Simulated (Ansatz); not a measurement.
# SnH2F (SMILES [F][SnH2]) at UHF/def2-TZVPP (core potential)

What is the vertical ionisation energy of SnH2F at UHF/def2-TZVPP (core potential)? 

The results are computed with Ansatz 0.2.0.

36 further runs of the same task are left out: 36 set aside as unsound or not needed.

## (1) Starting point

SnH2F has 4 atoms, charge 0, and is taken as a doublet. As SMILES, `[F][SnH2]`. The shape is that of a PBE0-D4/def2-TZVP optimisation.

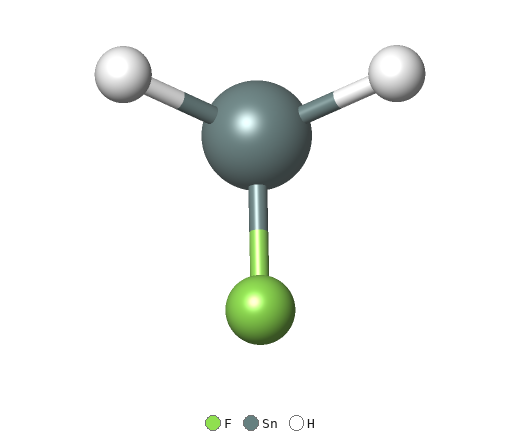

The structure, seen from a chosen angle (fluorine green, tin teal, hydrogen white).

## (2) A single-point energy at UHF/def2-TZVPP (core potential)

job.yaml

```yaml
crystal:
  periodic: [false, false, false]
  atoms:
    - {symbol: F, position_ang: [-1.552600, -0.190000, 0.640700]}
    - {symbol: Sn, position_ang: [0.028300, -0.242200, -0.468300]}
    - {symbol: H, position_ang: [1.184100, -1.054400, 0.524100]}
    - {symbol: H, position_ang: [0.395700, 1.426200, -0.716700]}
basis:
  gaussian: {orbitals: def2-TZVPP}
hamiltonian: {xc: hf}
accuracy: high
magnetization: {spin_polarized: true, initial_magnetization: 1}
output: {orbitals: {seedname: orbitals}}
```

On the command line:

```console
$ ansatz run job.yaml --threads 1 --pin off --max-ram 3480MiB --events-out events.jsonl --progress --plain --runs-dir runs
```

Output:

```text
Warning: RAYON_NUM_THREADS=1 ignored (pool sized by the plan → 1); use --threads N
Functional definition: HF
  name "HF"
  exchange = exact_x
  correlation = 0
1918 factors; integrals over basis functions are off by at most 3.5e-9 eV
mean field evaluation 1: about -8541.9150 eV, gradient 2.3e1 eV
mean field evaluation 2: about -8541.9218 eV, gradient 2.3e1 eV
mean field evaluation 4: about -8544.0787 eV, gradient 1.9e0 eV
mean field evaluation 8: about -8544.1435 eV, gradient 1.6e-1 eV
mean field -8544.14411236 eV, -313.9915047003 hartree, gradient 7.6e-8 eV, S^2 0.756309; 0 other end points of the search recorded, 0 dependent functions left out
reference -8544.14411236 eV, -313.9915047003 hartree; 17, 16 occupied and 92, 93 virtual orbitals, 1918 factors
Total energy: -8544.14411236 eV, -313.9915047003 hartree
```

Run time: 5.1 s. Hardware: 1 thread of Arm Neoverse V1, shared host; peak memory 0.33 GiB.

## (3) The singlet cation at the same level

run.yaml

```yaml
basis:
  gaussian: {orbitals: def2-TZVPP}
crystal:
  periodic: [false, false, false]
  atoms:
    - {symbol: F, position_ang: [-1.552600, -0.190000, 0.640700]}
    - {symbol: Sn, position_ang: [0.028300, -0.242200, -0.468300]}
    - {symbol: H, position_ang: [1.184100, -1.054400, 0.524100]}
    - {symbol: H, position_ang: [0.395700, 1.426200, -0.716700]}
total_charge: 1
hamiltonian: {xc: hf}
accuracy: high
output: {orbitals: {seedname: orbitals}}
```

On the command line:

```console
$ ansatz run run.yaml --threads 1 --pin off --max-ram 3480MiB --events-out events.jsonl --progress --plain --runs-dir runs
```

Output:

```text
Warning: RAYON_NUM_THREADS=1 ignored (pool sized by the plan → 1); use --threads N
Functional definition: HF
  name "HF"
  exchange = exact_x
  correlation = 0
1918 factors; integrals over basis functions are off by at most 3.5e-9 eV
mean field evaluation 1: about -8526.8668 eV, gradient 7.3e1 eV
mean field evaluation 2: about -8526.8696 eV, gradient 7.3e1 eV
mean field evaluation 4: about -8535.1864 eV, gradient 5.4e0 eV
mean field evaluation 8: about -8535.2817 eV, gradient 1.8e-1 eV
mean field evaluation 16: about -8535.2821 eV, gradient 1.6e-8 eV
mean field -8535.28213051 eV, -313.6658328741 hartree, gradient 1.6e-8 eV, S^2 0.000000; 0 other end points of the search recorded, 0 dependent functions left out
reference -8535.28213051 eV, -313.6658328741 hartree; 16, 16 occupied and 93, 93 virtual orbitals, 1918 factors
Total energy: -8535.28213051 eV, -313.6658328741 hartree
```

It took 3.9 s on 1 thread of Arm Neoverse V1, shared host; peak memory 0.26 GiB.

## (4) Results

At UHF/def2-TZVPP (core potential):

```
                                          quantity          value
                       doublet SnH2F: total energy  -313.99150 Eh
 doublet SnH2F: HOMO energy (highest over α and β)       -9.50 eV
  doublet SnH2F: LUMO energy (lowest over α and β)       -0.12 eV
                               doublet SnH2F: ⟨S²⟩          0.756
                      singlet cation: total energy  -313.66583 Eh
                       singlet cation: HOMO energy      -19.15 eV
                       singlet cation: LUMO energy       -8.22 eV
                     singlet cation: HOMO–LUMO gap       10.93 eV
vertical ionisation energy (to the singlet cation)       8.862 eV
```

In words: Removing an electron at fixed nuclei costs 8.86 eV (855 kJ/mol). Only the singlet of the ionised species was computed; a triplet could lie lower.
